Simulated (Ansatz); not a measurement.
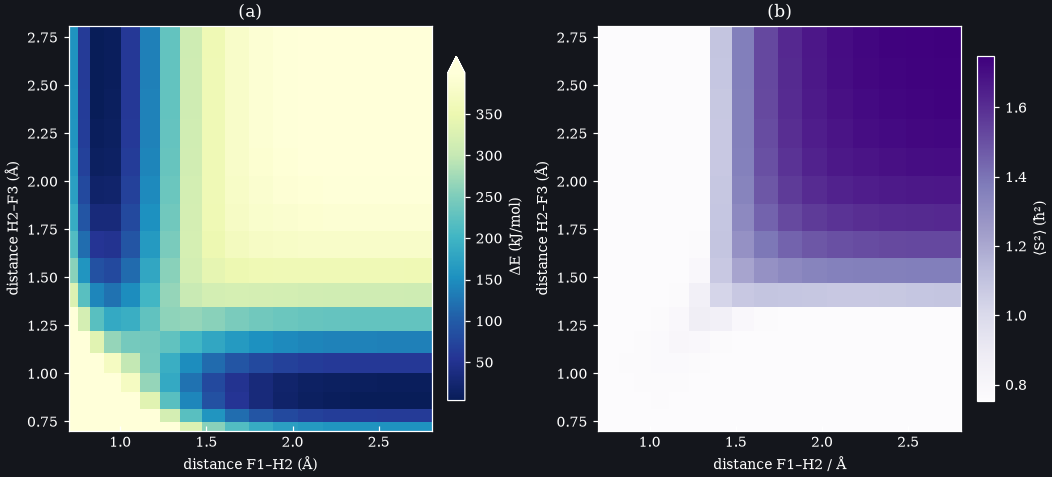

The system F + HF, spin multiplicity 2. 
- Coordinates scanned: (1) distance F1–H2; (2) distance H2–F3.
- Nothing is relaxed (the angle F1–H2–F3 is fixed at 100 degrees).
- The grid has 17 × 17 points; 153 points were computed and 136 follow by symmetry.
- Energies: kJ/mol, counted from F far from the relaxed HF (each part in its own basis).
- In part of the range the unrestricted reference is strongly spin-contaminated.
- These are results of UHF/aug-cc-pVTZ in Ansatz, not measurements.

Panel (a) is the energy and panel (b) the computed ⟨S²⟩ on the same grid.

In the figure: one coloured cell a grid point, one colour for all values above the top of the scale.

Q: How does the ⟨S²⟩ vary over the map, and what is it at the lowest grid point?

A: Leaving out the highest fifth of the energies, it runs from 0.75 ħ² at distance F1–H2 = 0.728 Å, distance H2–F3 = 2.255 Å to 1.66 ħ² at distance F1–H2 = 1.957 Å, distance H2–F3 = 2.409 Å. At the lowest grid point, distance F1–H2 = 0.862 Å, distance H2–F3 = 2.728 Å, it is 0.75 ħ². That point lies on the edge of the scan.
